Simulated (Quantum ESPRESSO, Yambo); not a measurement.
# LiF (Griceite): changed settings of a GW run in Yambo

What do changed inputs do to GW on LiF (Griceite)?

Main program and level: Yambo 5.3.0; PBE and many-body steps on it, plane waves.

## Step 1: Starting point

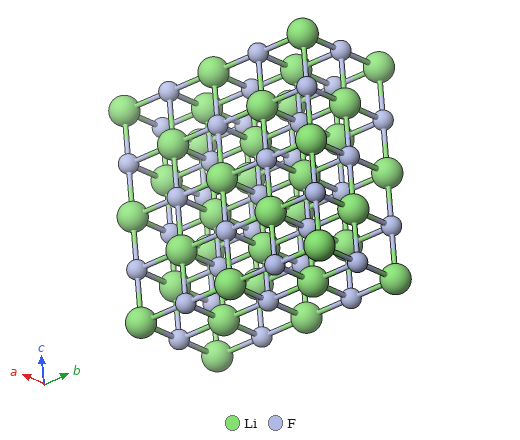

The cell as given, from a free direction (lithium green, fluorine light blue). 1×2×2 cells are drawn. This picture shows the conventional cell, with its axes. Some periodic images of atoms are drawn too.

Structure file:

```xyz
2
Lattice="0.0000 2.0140 2.0140 2.0140 0.0000 2.0140 2.0140 2.0140 0.0000" Properties=species:S:1:pos:R:3 pbc="T T T"
Li    0.0000    0.0000    0.0000
F     2.0140    2.0140    2.0140
```

The cell and positions come from the Crystallography Open Database and are kept as given unless a step says otherwise.

## Step 2: Base

This step: Yambo 5.3.0; G0W0 on PBE, plane waves, norm-conserving pseudopotentials.

G0W0 replaces the xc potential by the self-energy, built once from these orbitals. Only a window of levels is corrected, while the sums run over the empty bands that the input names.

File gw2.in:

```
HF_and_locXC
gw0
dyson
ppa
em1d
rim_cut
RandQpts= 1000000
RandGvec= 1 RL
EXXRLvcs= 72 Ry
VXCRLvcs= 288 Ry
Chimod= "HARTREE"
% BndsRnXp
 1 | 83 |
%
NGsBlkXp= 17 Ry
% LongDrXp
 1 | 1 | 1 |
%
% GbndRnge
 1 | 83 |
%
DysSolver= "n"
ExtendOut
PPAPntXp= 27.21138 eV
% QPkrange
 1 | 1 | 4 | 7 |
%
```

Launch:

```console
$ OMP_NUM_THREADS=1 mpirun -n 4 yambo -F gw2.in -J gw2 -C gw2 > gw2.log
```

The program printed:

```text
 Yambo, version 5.3.0

 [02] CORE Variables Setup
 =========================

  [... cell, symmetries and grids as in the set-up ...]

  [02.05] Energies & Occupations
  ==============================

  [X] === General ===
  [X] Electronic Temperature                        :  0.000000  0.000000 [eV K]
  [X] Bosonic    Temperature                        :  0.000000  0.000000 [eV K]
  [X] Finite Temperature mode                       : no
  [X] El. density                                   :  0.61206E+24 [cm-3]
  [X] Fermi Level                                   :  0.906508 [eV]

  [X] === Gaps and Widths ===
  [X] Conduction Band Min                           :  9.114627 [eV]
  [X] Valence Band Max                              :  0.000000 [eV]
  [X] Filled Bands                                  :   5
  [X] Empty Bands                                   :    6  197
  [X] Direct Gap                                    :  9.114627 [eV]
  [X] Direct Gap localized at k                     :  1
  [X] Indirect Gap                                  :  9.114627 [eV]
  [X] Indirect Gap between kpts                     :  1  1
  [X] Last valence band width                       :  0.989798 [eV]
  [X] 1st conduction band width                     :  5.964288 [eV]

 [03] Transferred momenta grid and indexing
 ==========================================

 IBZ Q-points                                      :  29
 BZ  Q-points                                      :   512

 K/Q-points units:
 rlu = crystal or reduced units; cc = cartesian coordinates; iku = interal k-units

 Q [ 1]         [rlu]:  0.000000  0.000000  0.000000
 Q [ 2]         [rlu]: -0.44736E-17 -0.44736E-17  0.12500
 Q [ 3]         [rlu]: -0.89471E-17 -0.89471E-17  0.25000
 Q [ 4]         [rlu]:  0.59525E-19  0.59525E-19  0.37500
 Q [ 5]         [rlu]:  0.17894E-16  0.17894E-16 -0.50000
 Q [ 6]         [rlu]:  0.55284E-18  0.12500      0.12500
 Q [ 7]         [rlu]:  0.39326E-17  0.12500      0.25000
 Q [ 8]         [rlu]: -0.89471E-17  0.12500      0.37500
 Q [ 9]         [rlu]: -0.26293E-17  0.12500      0.50000
 Q [10]         [rlu]:  0.17894E-16  0.12500     -0.37500
     [... 17 further rows ...]
 Q [28]         [rlu]:  0.125000 -0.500000 -0.375000
 Q [29]         [rlu]:  0.250000 -0.500000 -0.250000

 [04] Coloumb potential Random Integration (RIM)
 ===============================================

  [04.01] RIM initialization
  ==========================

  * Diagonal components only detected *

  8 x (sBL volume)        :  0.035152 [a.u.]
  sBZ random points       :  1000000
  Points outside the sBZ  :   7996195
  RL volume               :  2.249752 [a.u.]
  Integrated volume       :  2.250822 [a.u.]

  [04.02] RIM integrals
  =====================

  Gamma point sphere radius             :  0.059420 [a.u.]
  Points outside the sphere             :   799659
  [Int_sBZ(q=0) 1/q^2]*(Vol_sBZ)^(-1/3) =:  7.764404
                                 should be <:  7.795600

  Summary of Coulomb integrals for non-metallic bands |Q|[au] RIM/Bare

  Q [1] 0.100000E-4 0.995998 * Q [2] 0.178715 1.065507
  Q [6] 0.206363 1.063520 * Q [12] 0.291841 1.025994
  Q [7] 0.342214 1.019443 * Q [3] 0.357431 1.017217
  Q [13] 0.412726 1.013507 * Q [11] 0.449757 1.010827
  Q [22] 0.461441 1.010532 * Q [8] 0.505484 1.008888
  Q [14] 0.536146 1.007997 * Q [4] 0.536146 1.007966
[...]
Q [27] 0.744052 1.004143 * Q [24] 0.772139 1.003889
  Q [26] 0.792552 1.003834 * Q [21] 0.825451 1.003655
  Q [28] 0.850856 1.003467 * Q [20] 0.875523 1.003109
  Q [29] 0.922883 1.003011

 [WARNING] [Xp] User bands 1-83 break level degeneracy

 [05] Dipoles
 ============

  [05.01] Setup: observables and procedures
  =========================================

 [06] Dynamic Dielectric Matrix (PPA)
 ====================================

 [WR./gw2//ndb.pp]---------------------------------------------------------------
  Brillouin Zone Q/K grids (IBZ/BZ)                :    29   512    29   512
  RL vectors                                       :  1639 [WF]
  Coulomb cutoff potential                         : none
  Electronic Temperature                           :  0.000000 [K]
  Bosonic    Temperature                           :  0.000000 [K]
  PPA    diel. fun.  energies                      : Perdew, Burke & Ernzerhof(X)+Perdew, Burke & Ernzerhof(C)
  wavefunctions                                    : Perdew, Burke & Ernzerhof(X)+Perdew, Burke & Ernzerhof(C)
  Global Gauge                                     : length
  X matrix size                                    :  169
  X band range                                     :    1   83
  X e/h energy range                               : -1.000000 -1.000000 [eV]
  X Time ordering                                  : R
  X Hxc Kernel                                     : HARTREE
  X Drude frequency                                :  0.000000  0.000000
  X poles                                          :  100.0000 [o/o]
  RL vectors in the sum                            :  1639
  [r,Vnl] included                                 : yes
  Field direction                                  :  0.577350E-5  0.577350E-5  0.577350E-5
  BZ energy Double Grid                            : no
  BZ energy DbGd points                            : 0
  BZ Q point size factor                           : -1.000000
  X Optical Averaged directions                    : none

 [07] Local Exchange-Correlation + Non-Local Fock
 ================================================

 [VXC] Plane waves :   9185
 [EXS] Plane waves :  1211

 QP @ state[ 1 ] K range:  1  1
 QP @ state[ 1 ] b range:   4   7

 [xc] Functional : Perdew, Burke & Ernzerhof(X)+Perdew, Burke & Ernzerhof(C)
 [xc] LIBXC used to calculate xc functional
  PP Number of Atomic Species                      :  2
  NLCC RL compoments                               :   9185
  PP Number of Atomic Species                      :  2
  NLCC RL compoments                               :   9185

 [xc] E_xc :  -6.404302 [Ha]
      E_xc :  -12.80860 [Ry]

  Local XC kind (lXC) : Perdew, Burke & Ernzerhof(X)+Perdew, Burke & Ernzerhof(C)
  Non-Local XC kind (nlXC) : Hartree-Fock

  Corrections @ K [1] :  [eV]
 <4|nlXC|4> = -30.70135 -0.62235E-17 <4|lXC|4> = -23.05348  0.18882E-15
 <5|nlXC|5> = -30.70136  0.11140E-16 <5|lXC|5> = -23.05348 -0.94408E-16
 <6|nlXC|6> = -6.618816  0.12902E-18 <6|lXC|6> = -11.45041 -0.10446E-18
 <7|nlXC|7> = -3.080517  0.59367E-18 <7|lXC|7> = -10.01124 -0.18880E-15

 [08] Dyson equation: Newton solver
 ==================================

  [08.01] G0W0 (W PPA)
  ====================

  [  GW  ] Bands range     :    1   83
  [GW/PPA] G damping       :  0.100000 [eV]

  QP @ state[ 1 ] K range:  1  1
  QP @ state[ 1 ] b range:   4   7

   Sc/G bands                                       :    1   83
   Sc/G damping                                     :  0.100000 ev
   Sc bands terminator                              : no
   Sx RL components                                 :  1211

   QP @ state[ 1 ] K range                          :  1  1
   QP @ state[ 1 ] b range                          :   4   7
   GF energies kind                                 : Perdew, Burke & Ernzerhof(X)+Perdew, Burke & Ernzerhof(C)
   GF WF`s kind                                     : Perdew, Burke & Ernzerhof(X)+Perdew, Burke & Ernzerhof(C)
   Xs energies kind                                 : Perdew, Burke & Ernzerhof(X)+Perdew, Burke & Ernzerhof(C)
   Xs WF`s kind                                     : Perdew, Burke & Ernzerhof(X)+Perdew, Burke & Ernzerhof(C)

 [11] Game Over & Game summary
```

Run time: 5.2 min. Hardware: 4 MPI ranks of Arm Neoverse V1, shared host; peak memory 1.4 GiB.

Numbers from this step:

```yaml
g0w0_gap_on_the_points_computed: 13.34 eV
starting_gap_on_the_mesh: 9.115 eV
k_of_the_valence_top: 0, 0, 0
k_of_the_conduction_bottom: 0, 0, 0
least_direct_g0w0_gap_on_the_computed_points: 13.34 eV
z_at_the_valence_top: 0.8261
z_at_the_conduction_bottom: 0.8904
```

The gap on the mesh goes from 9.11 eV to 13.34 eV, a correction of +4.22 eV.

## Step 3: Scissors in G

gw6.in, as its differences from gw2.in of step 2:

```diff
@@ -27 +27,4 @@
 %
+% GfnQP_E
+ 0.5 | 1.0 | 1.0 |
+%
```

Launch:

```console
$ OMP_NUM_THREADS=1 mpirun -n 4 yambo -F gw6.in -J gw6,gw2_W -C gw6 > gw6.log
```

The program printed:

```text
 Yambo, version 5.3.0

 [02] CORE Variables Setup
 =========================

  [... cell, symmetries and grids as in the set-up ...]

  [02.05] Energies & Occupations
  ==============================

  [X] === General ===
  [X] Electronic Temperature                        :  0.000000  0.000000 [eV K]
  [X] Bosonic    Temperature                        :  0.000000  0.000000 [eV K]
  [X] Finite Temperature mode                       : no
  [X] El. density                                   :  0.61206E+24 [cm-3]
  [X] Fermi Level                                   :  0.906508 [eV]

  [X] === Gaps and Widths ===
  [X] Conduction Band Min                           :  9.114627 [eV]
  [X] Valence Band Max                              :  0.000000 [eV]
  [X] Filled Bands                                  :   5
  [X] Empty Bands                                   :    6  197
  [X] Direct Gap                                    :  9.114627 [eV]
  [X] Direct Gap localized at k                     :  1
  [X] Indirect Gap                                  :  9.114627 [eV]
  [X] Indirect Gap between kpts                     :  1  1
  [X] Last valence band width                       :  0.989798 [eV]
  [X] 1st conduction band width                     :  5.964288 [eV]

 [03] Transferred momenta grid and indexing
 ==========================================

 IBZ Q-points                                      :  29
 BZ  Q-points                                      :   512

 K/Q-points units:
 rlu = crystal or reduced units; cc = cartesian coordinates; iku = interal k-units

 Q [ 1]         [rlu]:  0.000000  0.000000  0.000000
 Q [ 2]         [rlu]: -0.44736E-17 -0.44736E-17  0.12500
 Q [ 3]         [rlu]: -0.89471E-17 -0.89471E-17  0.25000
[...]
[G+QP] Direct Gap localized at k                  :  1
  [G+QP] Indirect Gap                               :  9.614627 [eV]
  [G+QP] Indirect Gap between kpts                  :  1  1
  [G+QP] Last valence band width                    :  0.989798 [eV]
  [G+QP] 1st conduction band width                  :  5.964288 [eV]

  [coarse-grid] Minimum Bare Gap        [ev]:  9.114627
  [coarse-grid] Minimum Gap Correction  [ev]:  0.500000

  Eqp @ K [ 1]
   -40.844      -19.895     -0.94050E-12 -0.56400E-12   0.0000       9.6146       24.491       24.491
   24.49086  24.90597  24.90597  24.90597  27.87798  32.07670  32.07670  45.43489
  Eqp @ K [ 2]
   -40.8357     -19.8356    -0.432390    -0.348703E-1 -0.348703E-1   10.0522      21.1405      22.8743
[...]
Eqp @ K [ 3]
[...]
Eqp @ K [ 8]
[...]
Eqp @ K [ 9]
[...]
[... 10 further rows ...]
   20.24851  23.06616  34.31505  34.46104  38.54872  42.07361  42.41547  43.91459
   19.78142  27.99515  27.99515  34.54768  38.63022  42.73117  42.73117  43.05799

 [06] Dipoles
 ============

  [06.01] Setup: observables and procedures
  =========================================

 [07] Dynamic Dielectric Matrix (PPA)
 ====================================

   Sc/G bands                                       :    1   83
   Sc/G damping                                     :  0.100000 ev
   Sc bands terminator                              : no
   Sx RL components                                 :  1211

   QP @ state[ 1 ] K range                          :  1  1
   QP @ state[ 1 ] b range                          :   4   7
   GF energies kind                                 : Perdew, Burke & Ernzerhof(X)+Perdew, Burke & Ernzerhof(C)+ user defined corrections @E
   GF WF`s kind                                     : Perdew, Burke & Ernzerhof(X)+Perdew, Burke & Ernzerhof(C)
   Xs energies kind                                 : Perdew, Burke & Ernzerhof(X)+Perdew, Burke & Ernzerhof(C)
   Xs WF`s kind                                     : Perdew, Burke & Ernzerhof(X)+Perdew, Burke & Ernzerhof(C)

 [12] Game Over & Game summary
```

It took 49 s on 4 MPI ranks; peak memory 1.4 GiB.

Numbers from this step:

| Item | Value |
| --- | --- |
| G0W0 gap on the points computed | 13.38 eV |
| starting gap on the mesh | 9.115 eV |
| k of the valence top | 0, 0, 0 |
| k of the conduction bottom | 0, 0, 0 |
| least direct G0W0 gap on the computed points | 13.38 eV |
| Z at the valence top | 0.8263 |
| Z at the conduction bottom | 0.8929 |

The program's own table gives 13.434 eV, which is too large where the input levels are shifted: this version takes Σc at the unshifted level E₀, yet steps from the shifted one. The value above is the Newton step from E₀, E₀ + Z(Σc + Σx − Vxc), rebuilt from the printed columns.

(Part 1 of 2 ends here.)

[Paths, hosts, dates, memory and timing lines, banners, echoed tables and standing remarks are left out of the program output.]

[Logs are printed without paths, hosts, clocks, repeated set-up lines and the standing remarks that a program may print on its own settings, such as how far it seeks lower states.]

[Runs of the session that timed out or met a known fault of the program may be left out.]

[Hosts, paths, dates, database ids (printed as entryN), source tags and the programs' standing remarks are cut or masked in the printed files.]
